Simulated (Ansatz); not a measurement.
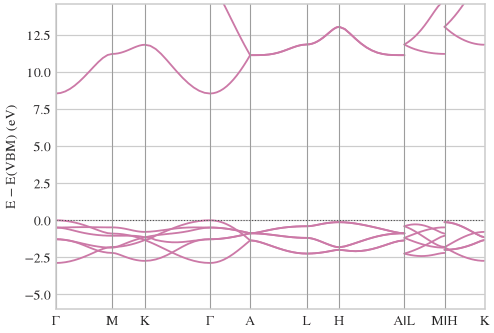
Fig. 1. Band structure from plane-wave PAW r²SCAN (Ansatz code)

**Question.** Read off the gap and where the band edges lie.

**Answer.** About 8.5 eV (8.54 eV by a search for the band edges); maximum at Γ, minimum at Γ.

The material is LiF in space group P6_3/mmc (No. 194; Li on 2d, F on 2c).

The start of the workflow was typed in or built on a structure type; neither database checked (COD, Materials Project) lists it. It is not the phase usual at ambient conditions (space group No. 225). The cell was relaxed with r²SCAN under the symmetry of its start; its stability against distortions is not shown here.

Potentials: the earlier of the program's two PAW sets.
